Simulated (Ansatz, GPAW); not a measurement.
# A 7-layer slab of Cu(111): work function by functional and basis, part 3 of 3

Aim: the work function of both faces of a 7-layer slab of Cu(111), and its spread over functionals and bases.

GPAW 26.7.0 and Ansatz 0.2.0; Ansatz plane waves; slab in vacuum with a dipole correction, relaxation (the session's first sound run).

So far, upper work function (eV): step 2 (relaxation, PBE) 4.82; step 5 (self-consistent run: xc = "vdW-DF2", GPAW, PAW setups, GPAW) 5.12; step 6 (self-consistent run: xc = "RPBE") 4.63; step 7 (self-consistent run: xc = "revPBE") 4.66; step 8 (self-consistent run: xc = "LDA") 5.17.

### Step 9. Real-space grid: mode = "fd"

Level of this step: GPAW, PAW setups; slab in vacuum (GPAW).

A real-space grid is a second complete basis, so it checks the plane-wave result.

run.py reads:

```python
import json
import numpy as np
from ase import Atoms
from gpaw import GPAW

slab = Atoms(
    ['Cu', 'Cu', 'Cu', 'Cu', 'Cu', 'Cu', 'Cu'],
    positions=[
        [0.00000, 0.00000, 9.00000],
        [1.27633, 0.73689, 11.08423],
        [2.55266, 1.47378, 13.16847],
        [-0.00000, -0.00000, 15.26878],
        [1.27633, 0.73689, 17.36869],
        [2.55266, 1.47378, 19.46085],
        [-0.00000, -0.00000, 21.54881]],
    cell=[[2.55266, 0.0, 0.0], [1.27633, 2.21066, 0.0], [0.0, 0.0, 30.50541]],
    pbc=[True, True, False])

slab.calc = GPAW(mode='fd', h=0.18, xc='PBE', kpts={'size': (14, 14, 1), 'gamma': True},
                 occupations={'name': 'fermi-dirac', 'width': 0.1}, nbands='140%',
                 convergence={'density': 1e-05}, maxiter=200,
                 poissonsolver={'dipolelayer': 'xy'},
                 symmetry={'tolerance': 1e-3}, txt='slab.txt')
result = {}
energy = slab.get_potential_energy()
fermi = slab.calc.get_fermi_level()
v = slab.calc.get_electrostatic_potential().mean((0, 1)) - fermi
n = slab.calc.get_pseudo_density().mean((0, 1))
L = slab.cell[2, 2]
z = np.arange(len(v)) * L / len(v)
low, high = slab.positions[:, 2].min(), slab.positions[:, 2].max()
below, above = np.interp([low - 6.8, high + 6.8], z, v)
slopes = [np.interp(x, z, np.gradient(v, z)) for x in (low - 6.8, high + 6.8)]
eps = np.array([[slab.calc.get_eigenvalues(k, s) for k in range(len(slab.calc.get_ibz_k_points()))]
                for s in range(slab.calc.get_number_of_spins())]) - fermi
top, bottom = eps[eps < 0].max(), eps[eps > 0].min()
dipole = slab.get_dipole_moment()[2]
print(f'energy {energy:.4f} eV, Fermi level {fermi:.4f} eV, dipole {dipole:.5f} e A')
print(f'potential 6.8 A off the faces, from the Fermi level: lower {below:.4f} eV, upper {above:.4f} eV')
print(f'slope of the potential there: lower {slopes[0]:.5f}, upper {slopes[1]:.5f} eV/A')
print(f'nearest levels on the mesh: {top:.4f} and {bottom:.4f} eV')
print('magnetic moment', round(slab.get_magnetic_moment(), 3))
result.update(energy=energy, fermi=fermi, dipole=dipole, below=below, above=above, slopes=slopes, edges=[top, bottom],
              z=z.tolist(), v=v.tolist(), n=n.tolist(), positions=slab.positions.tolist(),
              forces=slab.get_forces(apply_constraint=False).tolist(), moments=slab.get_magnetic_moments().tolist())
json.dump(result, open('result.json', 'w'))
```

On the command line:

```console
$ OMP_NUM_THREADS=1 OPENBLAS_NUM_THREADS=1 python run.py
```

Numbers of over 12 decimals in the logs are rounded to 6 here.

The program printed:

```text
energy -25.7134 eV, Fermi level -4.7976 eV, dipole 0.00111 e A
potential 6.8 A off the faces, from the Fermi level: lower 4.7964 eV, upper 4.7989 eV
slope of the potential there: lower -0.00000, upper 0.00000 eV/A
nearest levels on the mesh: -0.0342 and 0.0422 eV
magnetic moment 0.0
```

Wall time 13 min (1 thread of Arm Neoverse V1, shared host); peak memory 0.9 GiB.

This step gave:

```
dipole along the normal                    : 0.001109 e·Å
levels nearest the Fermi level on the mesh : -0.03420, 0.04223 eV from the Fermi level
upper work function                        : 4.799 eV
lower work function                        : 4.796 eV
```

The upper face's work function is 4.799 eV, against 4.810 eV in the first plane-wave PBE run at this geometry.

### Step 10. Atomic orbitals: mode = "lcao"

Atom-centred orbitals end a few angstrom from the surface, which tests how much the density's tail matters.

run.py, as its differences from that of step 9:

```diff
@@ -18,4 +18,4 @@
 
-slab.calc = GPAW(mode='fd', h=0.18, xc='PBE', kpts={'size': (14, 14, 1), 'gamma': True},
-                 occupations={'name': 'fermi-dirac', 'width': 0.1}, nbands='140%',
+slab.calc = GPAW(mode='lcao', basis='dzp', h=0.18, xc='PBE', kpts={'size': (14, 14, 1), 'gamma': True},
+                 occupations={'name': 'fermi-dirac', 'width': 0.1}, nbands='120%',
                  convergence={'density': 1e-05}, maxiter=200,
```

The program printed:

```text
energy -23.2158 eV, Fermi level -4.4130 eV, dipole 0.00115 e A
potential 6.8 A off the faces, from the Fermi level: lower 4.4124 eV, upper 4.4136 eV
slope of the potential there: lower 0.00000, upper 0.00000 eV/A
nearest levels on the mesh: -0.0922 and 0.1353 eV
magnetic moment 0.0
```

Elapsed: 7.3 min, on 1 thread; peak memory 0.3 GiB.

Numbers from this step:

```
dipole along the normal                    : 0.001146 e·Å
levels nearest the Fermi level on the mesh : -0.09219, 0.1353 eV from the Fermi level
upper work function                        : 4.414 eV
lower work function                        : 4.412 eV
```

The electrostatic potential energy of an electron (without an applied field's), less the Fermi level, planar mean oscillates, so the rows of the table below give means over windows of 2.09 Å about each position, cut where the curve ends. Its maxima inside the range that stand out by 2 % of the span (Å: eV): 10.1: -0.275, 12.2: -0.192, 14.3: -0.0765, 16.3: -0.0620, 18.4: -0.111, 20.5: -0.212. Its minima: 9.0: -19.0, 11.1: -19.2, 13.2: -19.1, 15.3: -19.1, 17.4: -18.8, 19.4: -19.1, 21.6: -18.7.

The electrostatic potential energy of an electron (without an applied field's), less the Fermi level, planar mean by z; means over each step:

```
z (Å)  electrostatic potential energy of an electron (without an applied field's), less the Fermi level, planar mean (eV)
 1.04                                                                                                                4.41
 3.13                                                                                                                4.41
 5.22                                                                                                                4.41
 7.31                                                                                                                2.97
 9.40                                                                                                               -8.06
11.49                                                                                                               -8.18
13.58                                                                                                               -8.04
15.67                                                                                                               -8.09
17.77                                                                                                               -8.07
19.85                                                                                                               -8.20
21.95                                                                                                               -7.07
24.03                                                                                                                4.25
26.12                                                                                                                4.41
28.21                                                                                                                4.41
30.30                                                                                                                4.41
```

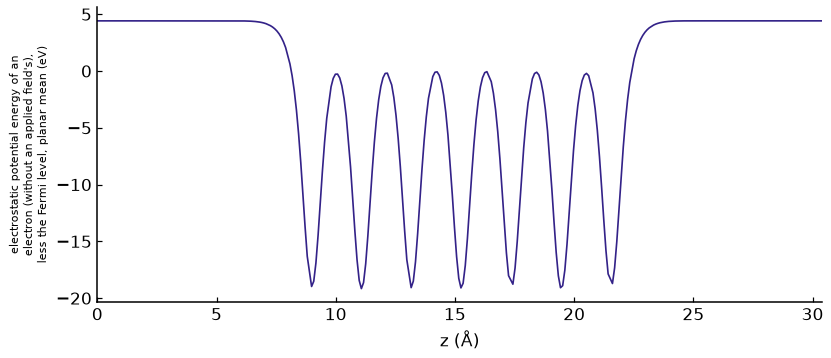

Electrostatic potential energy of an electron (without an applied field's), less the Fermi level, planar mean against z.

The upper face's work function is 4.414 eV, against 4.810 eV in the first plane-wave PBE run at this geometry.

### Step 11. The ladder

Times are for 1 thread of Arm Neoverse V1, shared host. Results by setting:

```
no.         run  upper work function (eV)  lower work function (eV)     time  memory (GiB)
  1          pw                     4.810                     4.808  4.1 min          0.24
  2  optPBE vdW                     4.949                     4.947  3.2 min          0.35
  3     vdW DF2                     5.120                     5.115  4.1 min          0.35
  4        RPBE                     4.635                     4.633  3.8 min          0.24
  5      revPBE                     4.657                     4.655  3.4 min          0.24
  6         LDA                     5.168                     5.166    3 min          0.24
  7          fd                     4.799                     4.796   13 min           0.9
  8        lcao                     4.414                     4.412  7.3 min           0.3
```

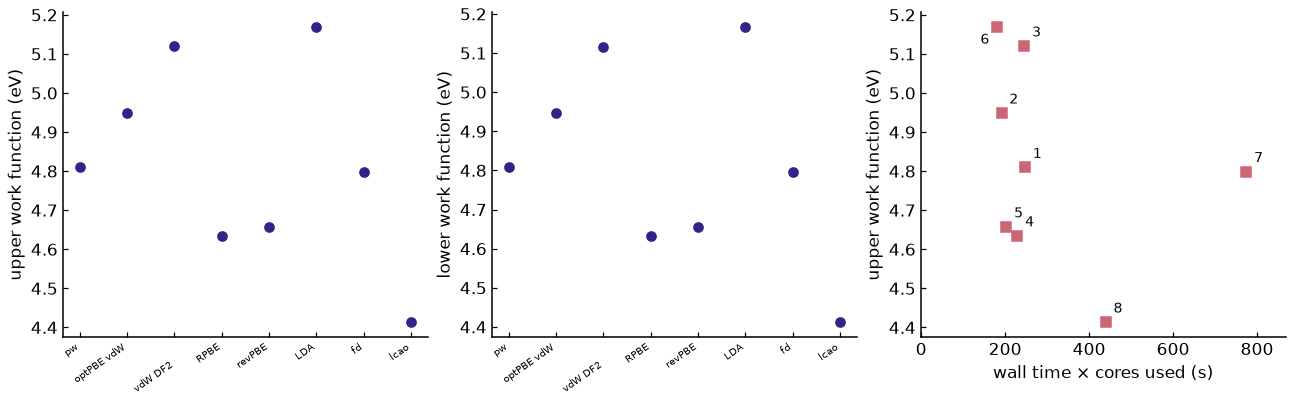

The series as plots; the last panel sets the first result against cost, with the runs numbered as in the table.

### Step 12. A second plane-wave code

A second program with its own datasets checks the number independently.

This step: Ansatz plane waves; slab in vacuum with a dipole correction (Ansatz 0.2.0).

input.yaml reads:

```yaml
crystal:
  lattice:
    - [2.5526554801, 0.0, 0.0]
    - [1.27632774, 2.2106644929, 0.0]
    - [0.0, 0.0, 30.5054068306]
  atoms:
    - { symbol: Cu, position: [0.0, 0.0, 0.2950296664] }
    - { symbol: Cu, position: [0.3333333333, 0.3333333333, 0.3633531109] }
    - { symbol: Cu, position: [0.6666666667, 0.6666666667, 0.4316765555] }
    - { symbol: Cu, position: [0.0, 0.0, 0.5005268758] }
    - { symbol: Cu, position: [0.3333333333, 0.3333333333, 0.5693644507] }
    - { symbol: Cu, position: [0.6666666667, 0.6666666667, 0.6379475185] }
    - { symbol: Cu, position: [0.0, 0.0, 0.7063930935] }
kpoints:
  mp_grid: { grid: [14, 14, 1] }
hamiltonian:
  xc: pbe
scf:
  occupations: { method: fermi_dirac, width: 0.1 }
efield:
  axis: 3
  dipole_correction: true
  ramp_width: 0.05
output:
  forces: true
  write_potential: true
  write_density: true
  volumetric_format: npy
```

On the command line:

```console
$ ansatz run input.yaml --threads 4 --pin off --max-ram 8192MiB --backend cpu --events-out ev --progress --plain --runs-dir out
```

The program printed:

```text
[...]
Crystal: 7 atoms, lattice volume = 172.144 Å³
Basis set: ecut = 420 eV, 3443 PW (Γ), exchange–correlation on 36×36×432 points (8 copies of the dense FFT grid, shifted against one another)
Bands: 80, of which v1, the nominal top of the filled ones, is band 67 counted from 1 (66 counted from 0)
Symmetry: 6 space group operations
[...]
k-points: 24 of 196 (time reversal used)
[...]
SCF iter   1: F=—  HF=-46375.304746 eV  |F-HF|=—  |Δ(HF+E_count)|=         —  Δρ=1.37e-3  dr2=2.13e-2  ethr=1.77e-3  p=-0.000 e·Å  D=-8.86e-5 V/Å  ΔV_dip=0.00 eV  dr2_dipole=2.84e-7  V_vac-E_F(+/−)=4.76/4.76 eV  ⟨swp⟩=7.7  Hψ=7816  notcnv=0  defer=46
[...]
SCF iter  10: F=-46375.307817 eV  HF=-46375.307817 eV  |F-HF|=1.63e-7  |Δ(HF+E_count)|=   1.10e-7  Δρ=3.10e-6  dr2=1.41e-8  ethr=7.52e-11  p=-0.000 e·Å  D=-8.69e-5 V/Å  ΔV_dip=0.00 eV  dr2_dipole=8.93e-11  V_vac-E_F(+/−)=4.82/4.82 eV  ⟨swp⟩=19.1  Hψ=16606  notcnv=0
SCF 1 converged in 10 iterations: F = -46375.307817 eV  dr2 = 1.41e-8
[...]
SCF converged after 10 iterations
Free energy (F): -46375.307817 eV
[...]
Internal energy: -46375.221023 eV  (E = F + TS)
E sigma→0 (E₀):  -46375.264420 eV
Entropy (-TS):   -0.086794 eV (-12.399 meV/atom)
Fermi energy:    5.568949 eV
Dipole field:    D = -0.000101 V/Å  (p = -0.000096 e·Å, saw-weighted, corrected)
Work function:   Φ+ = 4.8244 eV   Φ− = 4.8213 eV
[...]
--- Forces (eV/Å), atoms counted from 1 ---
  atom   1  Cu    -0.00000000     0.00000000    -0.01499338
  atom   2  Cu     0.00000000    -0.00000000    -0.01800357
  atom   3  Cu    -0.00000000    -0.00000000     0.03166318
  atom   4  Cu    -0.00000000     0.00000000    -0.00006384
  atom   5  Cu    -0.00000000     0.00000000     0.00053137
  atom   6  Cu    -0.00000000     0.00000000     0.00050385
  atom   7  Cu     0.00000000     0.00000000     0.00036360
  max |Σ_I F_I| component: 1.20e-6 eV/Å
--- Band table (eV; the first three rows and the last of 24) ---
  k-point 0: bands = [... 63 lower, 3.8285, 3.8285, 3.9771, 3.9771, 4.0163, 4.0163, 4.8097, 5.1514, ... 9 higher]
  k-point 1: bands = [... 63 lower, 3.7569, 3.8295, 3.8585, 3.9780, 4.0191, 4.2359, 5.1930, 5.6141, ... 9 higher]
  k-point 2: bands = [... 63 lower, 3.7344, 3.8304, 3.9801, 4.0266, 4.1317, 4.8055, 5.9260, 6.5605, ... 9 higher]
  k-point 23: bands = [... 63 lower, 8.2740, 8.3007, 8.4916, 8.7876, 9.1881, 9.5967, 10.1319, 10.3951, ... 9 higher]
```

The job ended after 13 s (4 threads; peak memory 0.7 GiB; 49 s of CPU time).

This step gave:

```
smearing term TS        : 0.08679 eV
upper work function     : 4.824 eV
lower work function     : 4.821 eV
dipole along the normal : -9.57e-5 e·Å
dipole field            : -1.01e-4 V/Å
```

The electrostatic potential energy of an electron (with the applied field's), less the Fermi level, planar mean oscillates, so the rows of the table below give means over windows of 2.12 Å about each position, cut where the curve ends. Its maxima inside the range that stand out by 2 % of the span (Å: eV): 10.0: 0.0170, 12.1: 0.0168, 14.3: 0.0746, 16.4: 0.0216, 18.4: 2.5e-5, 20.5: 0.0165. Its minima: 9.0: -17.2, 11.0: -17.3, 13.1: -17.4, 15.3: -17.5, 17.4: -17.4, 19.5: -17.5, 21.6: -17.2.

The electrostatic potential energy of an electron (with the applied field's), less the Fermi level, planar mean by z; means over each step:

```
z (Å)  electrostatic potential energy of an electron (with the applied field's), less the Fermi level, planar mean (eV)
 1.06                                                                                                              4.82
 3.18                                                                                                              4.82
 5.30                                                                                                              4.81
 7.42                                                                                                              2.52
 9.54                                                                                                             -8.71
11.66                                                                                                             -8.84
13.78                                                                                                             -8.71
15.90                                                                                                             -8.73
18.02                                                                                                             -8.78
20.14                                                                                                             -8.83
22.26                                                                                                             -5.48
24.38                                                                                                              4.74
26.50                                                                                                              4.82
28.62                                                                                                              4.82
```

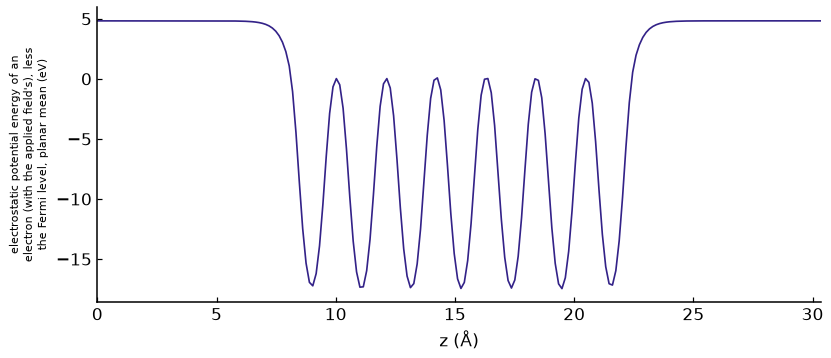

Electrostatic potential energy of an electron (with the applied field's), less the Fermi level, planar mean against z.

The valence density, planar mean oscillates, so the rows of the table below give means over windows of 2.12 Å about each position, cut where the curve ends. Its maxima inside the range that stand out by 2 % of the span (Å: e/Å³): 9.0: 4.66, 11.0: 4.54, 13.1: 4.68, 15.3: 4.71, 17.4: 4.72, 19.5: 4.69, 21.6: 4.59. Its minima: 10.0: 0.243, 12.1: 0.246, 14.3: 0.242, 16.4: 0.243, 18.4: 0.245, 20.5: 0.242.

The valence density, planar mean by z; means over each step:

```
z (Å)  valence density, planar mean (e/Å³)
 5.30                               3.2e-4
 7.42                                0.104
 9.54                                 1.60
11.66                                 1.61
13.78                                 1.60
15.90                                 1.60
18.02                                 1.61
20.14                                 1.62
22.26                                 1.37
24.38                              0.00301
26.50                               1.3e-5
```

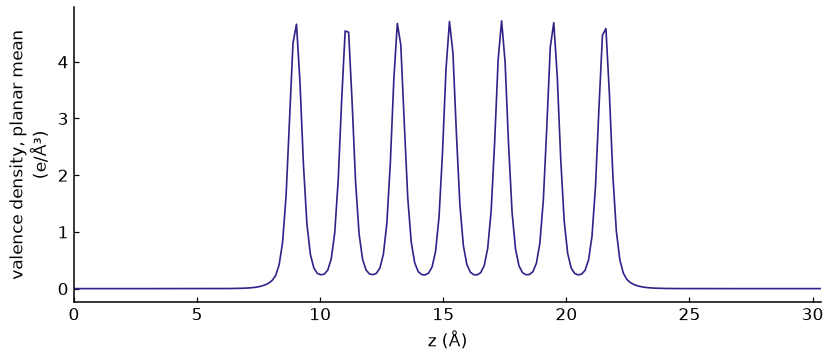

Valence density, planar mean, plotted against z.

The upper face's work function is 4.824 eV, against 4.810 eV in the first plane-wave PBE run at this geometry.

### Step 13. Side by side

Results and costs are gathered.

This step: comparison of work functions, dipole and cost (GPAW 26.7.0).

Ladder, by row:

```
      step    code  work function, upper (eV)  work function, lower (eV)  dipole (e Å)  wall time (s)  peak memory (GiB)  threads
        pw    GPAW                       4.81                      4.808      0.001058          247.8               0.24        1
optPBE-vdW    GPAW                      4.949                      4.947      0.001053          191.7               0.35        1
   vdW-DF2    GPAW                       5.12                      5.115       9.28e-4          245.9               0.35        1
      RPBE    GPAW                      4.635                      4.633      0.001058          229.3               0.24        1
    revPBE    GPAW                      4.657                      4.655      0.001053          203.1               0.24        1
       LDA    GPAW                      5.168                      5.166       0.00104          180.7               0.24        1
        fd    GPAW                      4.799                      4.796      0.001109          774.9                0.9        1
      lcao    GPAW                      4.414                      4.412      0.001146          439.9                0.3        1
    ansatz  Ansatz                      4.824                      4.821      -9.57e-5          12.64                0.7        4
```

### Step 14. A changed run

One more run, with changed settings.

This step: GPAW, PAW setups; slab in vacuum (GPAW 26.7.0).

run.py, as its differences from that of step 10:

```diff
@@ -3,3 +3,3 @@
 from ase import Atoms
-from gpaw import GPAW
+from gpaw import GPAW, PW
 
@@ -18,5 +18,5 @@
 
-slab.calc = GPAW(mode='lcao', basis='dzp', h=0.18, xc='PBE', kpts={'size': (14, 14, 1), 'gamma': True},
-                 occupations={'name': 'fermi-dirac', 'width': 0.1}, nbands='120%',
-                 convergence={'density': 1e-05}, maxiter=200,
+slab.calc = GPAW(mode=PW(400), xc='PBE', kpts={'size': (14, 14, 1), 'gamma': True},
+                 occupations={'name': 'fermi-dirac', 'width': 0.1}, nbands='80%',
+                 convergence={'density': 1e-05}, maxiter=75,
                  poissonsolver={'dipolelayer': 'xy'},
```

On the command line:

```console
$ OMP_NUM_THREADS=1 OPENBLAS_NUM_THREADS=1 python run.py
```

The program printed:

```text
ValueError: Too few bands!  Electrons: 77.0, bands: 80%
```

The job ended after 0.83 s (1 thread; peak memory 0.1 GiB).

The input was rejected at the start.

The program's message: “ValueError: Too few bands! Electrons: 77.0, bands: 80%”

The change that led to it: nbands = "80 % of the filled bands".

### Step 15. Results

* work function, both faces: 4.81 eV
* dipole along the normal: 0.0011 e Å, near the numerical noise

What this shows: With plane waves and PBE the work function is 4.81 eV on the upper face and 4.81 eV on the lower. The measured value for this face is 4.9 eV (as compiled in "Anisotropic work function of elemental crystals", 2019, arxiv:1902.07811); the relaxed upper face lies 0.090 eV under it with PBE, and optPBE-vdW comes nearest (4.95 eV). Measured work functions scatter by a tenth of an eV or more between methods. Over the sound runs of the table the upper face's work function spans 4.414 (lcao) to 5.168 eV (LDA). Atomic orbitals miss the plane-wave value by -0.40 eV, since they describe the tail of the density in the vacuum poorly. The two plane-wave codes differ by 0.015 eV on the upper face. The small printed dipole stands for a step of -34 meV from the lower to the upper face, and the probes find 2.0 meV; values this small are near the numerical noise of both. The in-plane lattice was kept as typed, which isn't the functional's own and leaves some strain; spin-orbit coupling and temperature are left out.

[Logs are printed without paths, hosts, clocks, repeated set-up lines and the standing remarks that a program may print on its own settings, such as how far it seeks lower states.]

[Hosts, paths, dates, database ids (printed as entryN), source tags and the programs' standing remarks are cut or masked in the printed files.]
